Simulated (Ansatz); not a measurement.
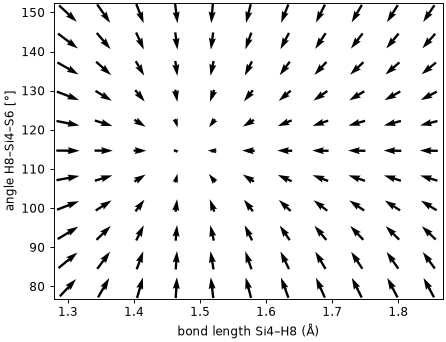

F2H2S2Si2, SMILES F[SiH]1S[SiH](F)S1. First axis: bond length Si4–H8. Second axis: angle H8–Si4–S6. Nothing is relaxed (all other coordinates rigid). The scan uses an 11 × 11 grid. Points are written as (first, second). The calculation used RKS B3LYP-D4/def2-SVP (Ansatz).

The picture shows dots at the grid points, arrows along the force (downhill), their lengths compressed.

> The arrows alone are given. Where is the energy lowest?

The arrows converge at about (1.477 Å, 115°) (read from the interpolated surface).

The energy map of the same scan:

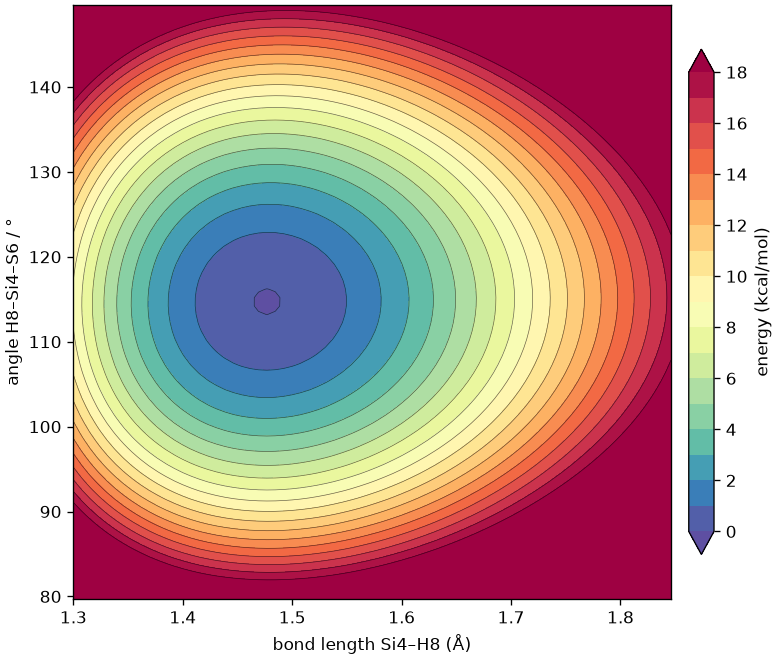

Energies are in kcal/mol, from the lowest grid point; between grid points the surface is interpolated.
